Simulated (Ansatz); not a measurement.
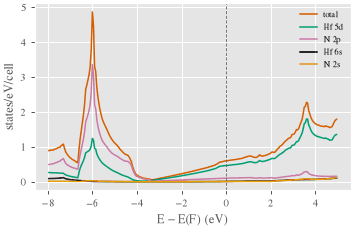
Figure: Total and projected density of states of HfN (rock salt, space group No. 225), DFT-r²SCAN in the program Ansatz with PAW potentials

Q: Which orbitals carry the states next to the Fermi level?

A: Within 0.5 eV of the Fermi level: Hf 5d 78 %, N 2p 17 %. Projections are on Löwdin-orthogonalised atomic valence shells; empty p or d shells of many metals are not among them.

Q: Where is the tallest occupied peak in this window, and what makes it?

A: Near -6.0 eV, about 4.9 states/eV per cell; the largest projected share is N 2p.

Space group Fm-3m (rock salt). The cell was relaxed with r²SCAN under the symmetry of its start. The run is not spin-polarised. With an odd number of electrons in the cell and no spin polarisation, the count alone makes it a metal. Scalar-relativistic: spin–orbit coupling is off unless named, which matters more the heavier the elements.

Potentials: the earlier of the program's two PAW sets.
